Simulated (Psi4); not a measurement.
# One shape, several levels: doublet CH2FNOSi+

Aim: a comparison of 4 runs (UB3LYP/6-31G*, UHSE06/cc-pVDZ, UTPSSh/cc-pVDZ) of doublet CH2FNOSi+. 

The results are computed with Psi4 1.11.

2 further runs of the same task are left out: 2 set aside as unsound or not needed.

### Step 1. The system as given

CH2FNOSi+ has 7 atoms, charge +1, and is taken as a doublet. As SMILES of the parent species, `O=C=N[SiH2]F`. Geometry: relaxed at PBE0-D4/def2-TZVP. This is one conformer, not always the lowest. That shape belongs to the parent species and isn't relaxed for this state.

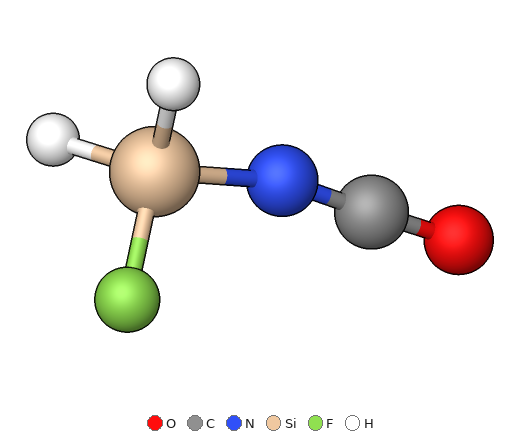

Viewed from a chosen angle; oxygen red, carbon grey, nitrogen blue, silicon light orange, fluorine green, hydrogen white.

### Step 2. Energy and forces at UB3LYP/6-31G(d) (spherical functions) (run 1)

File run.py:

```python
import numpy as np
from ase.calculators.psi4 import Psi4
from ase import Atoms

atoms = Atoms(['O', 'C', 'N', 'Si', 'F', 'H', 'H'], positions=[
    [-0.573800, -2.908000, -0.552000],
    [-0.306900, -1.816900, -0.256100],
    [-0.019000, -0.706200, 0.076100],
    [0.212100, 0.968300, 0.188900],
    [-0.420200, 1.671000, -1.091000],
    [-0.490300, 1.470300, 1.384800],
    [1.659300, 1.253600, 0.203700],
])
calc = Psi4(atoms=atoms, method='b3lyp', basis='6-31G*', memory='2200MB', num_threads=1, charge=1, multiplicity=2, label='psi4-calc', reference='uks')
calc.psi4.set_options({'puream': True, 'e_convergence': 1e-09, 'd_convergence': 1e-08, 'scf_type': 'pk', 'dft_radial_points': 99, 'dft_spherical_points': 590, 'maxiter': 100})
atoms.calc = calc

forces = atoms.get_forces()
print(f'energy: {atoms.get_potential_energy():.6f} eV')
print('forces / eV A^-1')
print(np.round(forces, 5))
```

Started as:

```console
$ python run.py
```

psi4-calc.dat:

```text
[...]
  Running in c1 symmetry.
[...]
  Nuclear repulsion =  204.922898825379804
[...]
  Multiplicity = 2
[...]
  Nalpha       = 23
  Nbeta        = 22
[...]
    Number of basis functions: 78
[...]
   @UKS iter   1:  -558.09487557029945    7.65012e-02   9.02631e-03 ADIIS/DIIS
[...]
   @UKS iter  16:  -558.30475582479608   -7.50333e-12   9.82261e-09 DIIS
[...]
   @S^2 Observed:                7.627202092E-01
[...]
  @UKS Final Energy:  -558.30475582479608
   => Energetics <=
    Nuclear Repulsion Energy =            204.9228988253798036
    One-Electron Energy =               -1166.1249842500974410
    Two-Electron Energy =                 445.5142805381675544
    DFT Exchange-Correlation Energy =     -42.6169509382459566
    Empirical Dispersion Energy =           0.0000000000000000
    VV10 Nonlocal Energy =                  0.0000000000000000
    Total Energy =                       -558.3047558247960751
[...]
  -Total Gradient:
     Atom            X                  Y                   Z
    ------   -----------------  -----------------  -----------------
       1        0.001568259699     0.006543377611     0.001749429414
       2        0.010649962403     0.043217393957     0.011641218693
       3       -0.011751473177    -0.027433890304    -0.016387217645
       4        0.008583144763    -0.034477649138     0.021597706026
       5       -0.001897398645     0.003541981110    -0.004055366401
       6        0.002699465733     0.003648262532    -0.010756558427
       7       -0.009881093229     0.004967485968    -0.003841311096
[...]
```

On the terminal:

```text
energy: -15192.246230 eV
forces / eV A^-1
[[-0.08064 -0.33647 -0.08996]
 [-0.54764 -2.22233 -0.59862]
 [ 0.60429  1.41071  0.84266]
 [-0.44136  1.77291 -1.1106 ]
 [ 0.09757 -0.18214  0.20854]
 [-0.13881 -0.1876   0.55312]
 [ 0.50811 -0.25544  0.19753]]
```

Run time: 42 s. Hardware: 1 thread of Intel Xeon Platinum 8259CL at 2.50GHz (Skylake/Cascade Lake), shared host; peak memory 0.99 GiB.

### Step 3. The energy at UB3LYP/6-31G(d) (Cartesian functions) (run 2)

File calc.inp:

```
memory 2200 mb

molecule system {
  1 2
  O     -1.08432485    -5.49532357    -1.04312882
  C     -0.57995695    -3.43344340    -0.48395886
  N     -0.03590480    -1.33452459     0.14380816
  Si     0.40081091     1.82982181     0.35696926
  F     -0.79406292     3.15773235    -2.06169120
  H     -0.92653272     2.77846432     2.61689274
  H      3.13562256     2.36896067     0.38493721
  units au
  symmetry c1
}

set {
  basis                6-31G*
  reference            uks
  puream               false
  e_convergence        1e-09
  d_convergence        1e-08
  scf_type             pk
  dft_radial_points    99
  dft_spherical_points 590
  maxiter              100
}

energy_value, wavefunction = energy("b3lyp", return_wfn=True)
oeprop(wavefunction, "MULLIKEN_CHARGES", "LOWDIN_CHARGES", "QUADRUPOLE", title="B3LYP")
print_variables()
```

Started as:

```console
$ psi4 -n 1 calc.inp calc.out
```

calc.out:

```text
[...]
  Running in c1 symmetry.
[...]
  Nuclear repulsion =  204.922898997471236
[...]
  Multiplicity = 2
[...]
  Nalpha       = 23
  Nbeta        = 22
[...]
    Number of basis functions: 83
[...]
   @UKS iter   1:  -558.10005084652937    7.29319e-02   8.61614e-03 DIIS/ADIIS
[...]
   @UKS iter  16:  -558.31072960576876   -7.50333e-12   9.11773e-09 DIIS
[...]
   @S^2 Observed:                7.626825998E-01
[...]
  @UKS Final Energy:  -558.31072960576876
   => Energetics <=
    Nuclear Repulsion Energy =            204.9228989974712363
    One-Electron Energy =               -1166.0775734910748724
    Two-Electron Energy =                 445.4326173621137741
    DFT Exchange-Correlation Energy =     -42.5886724742789369
    Empirical Dispersion Energy =           0.0000000000000000
    VV10 Nonlocal Energy =                  0.0000000000000000
    Total Energy =                       -558.3107296057687563
[...]
 Multipole Moments:
 ------------------------------------------------------------------------------------
     Multipole            Electronic (a.u.)      Nuclear  (a.u.)        Total (a.u.)
 ------------------------------------------------------------------------------------
 L = 1.  Multiply by 2.5417464519 to convert [e a0] to [Debye]
 Dipole X            :         -1.0680955            1.6411834            0.5730879
 Dipole Y            :         -1.2208812            1.1609442           -0.0599370
 Dipole Z            :         -1.7256648            2.7787097            1.0530449
 Magnitude           :                                                    1.2003857
 L = 2.  Multiply by 1.3450342976 to convert [e a0^2] to [Debye ang]
 Quadrupole XX       :        -47.7859212           27.1142009          -20.6717202
 Quadrupole XY       :        -46.5419099           48.7944376            2.2525277
[...]
```

It took 36 s on 1 thread of Intel Xeon Platinum 8259CL at 2.50GHz (Skylake/Cascade Lake), shared host; peak memory 1 GiB.

Run 3 isn't shown in full; the table further down has it.

### Step 4. Energy and gradient at UTPSSh/cc-pVDZ (run 4)

File input.dat:

```
memory 2.2 GB

molecule {
  1 2
  O     -1.08432485    -5.49532357    -1.04312882
  C     -0.57995695    -3.43344340    -0.48395886
  N     -0.03590480    -1.33452459     0.14380816
  Si     0.40081091     1.82982181     0.35696926
  F     -0.79406292     3.15773235    -2.06169120
  H     -0.92653272     2.77846432     2.61689274
  H      3.13562256     2.36896067     0.38493721
  units bohr
  symmetry c1
}

set {
  basis cc-pVDZ
  reference uks
  puream true
  e_convergence 1e-09
  d_convergence 1e-08
  scf_type pk
  dft_radial_points 99
  dft_spherical_points 590
  maxiter 100
}

e_tot, wfn = gradient("tpssh", return_wfn=True)
oeprop(wfn, "QUADRUPOLE", "MULLIKEN_CHARGES", "DIPOLE", title="TPSSH")
print_variables()
```

Started as:

```console
$ psi4 -n 1 input.dat output.dat
```

output.dat:

```text
[...]
  Running in c1 symmetry.
[...]
  Nuclear repulsion =  204.922898997471236
[...]
  Multiplicity = 2
[...]
  Nalpha       = 23
  Nbeta        = 22
[...]
    Number of basis functions: 84
[...]
   @UKS iter   1:  -558.15421826349552    9.61654e-02   7.94914e-03 ADIIS/DIIS
[...]
   @UKS iter  16:  -558.34406065026906   -1.70530e-12   4.74719e-09 DIIS
[...]
   @S^2 Observed:                7.618135977E-01
[...]
  @UKS Final Energy:  -558.34406065026906
   => Energetics <=
    Nuclear Repulsion Energy =            204.9228989974712363
    One-Electron Energy =               -1166.0394527233011104
    Two-Electron Energy =                 450.4892624202680622
    DFT Exchange-Correlation Energy =     -47.7167693447072523
    Empirical Dispersion Energy =           0.0000000000000000
    VV10 Nonlocal Energy =                  0.0000000000000000
    Total Energy =                       -558.3440606502690571
[...]
  -Total Gradient:
     Atom            X                  Y                   Z
    ------   -----------------  -----------------  -----------------
       1        0.001300664446     0.005827820839     0.001378859421
       2        0.012263479329     0.047373769384     0.013914354850
       3       -0.011813770027    -0.022778656358    -0.017468423050
       4       -0.003599916252    -0.025181285411    -0.002262283242
       5        0.009496319035    -0.009995940431     0.019168363296
       6        0.004385102197     0.001530297724    -0.011917112119
       7       -0.012065856772     0.003238064698    -0.002876415575
[...]
```

Run time: 2.3 min. Hardware: 1 thread of Intel Xeon Platinum 8259CL at 2.50GHz (Skylake/Cascade Lake), shared host; peak memory 1.4 GiB.

### Step 5. The series

| run | level | task | Cartesian functions | energy (Eh) | HOMO energy (eV) | LUMO energy (eV) | ⟨S²⟩ | wall time |
| --- | --- | --- | --- | --- | --- | --- | --- | --- |
| 1 | UB3LYP/6-31G* (spherical functions) | gradient | no | -558.304756 | -15.77 | -13.48 | 0.763 | 42 s |
| 2 | UB3LYP/6-31G* (Cartesian functions) | energy | yes | -558.310730 | -15.77 | -13.49 | 0.763 | 36 s |
| 3 | UHSE06/cc-pVDZ | energy | no | -557.951403 | -15.60 | -13.62 | 0.766 | 91 s |
| 4 | UTPSSh/cc-pVDZ | gradient | no | -558.344061 | -15.32 | -13.59 | 0.762 | 2.3 min |

### Step 6. What came out

| quantity | value |
| --- | --- |
| run 4: total energy | -558.34406 Eh |
| run 4: HOMO energy (highest over α and β) | -15.32 eV |
| run 4: LUMO energy (lowest over α and β) | -13.59 eV |
| run 4: ⟨S²⟩ | 0.762 |
| run 4: largest force on an atom | 2.616 eV/Å |

**Reading.** Totals of different functionals can't be ranked against each other. All runs together took 5.1 min, the longest 2.3 min.
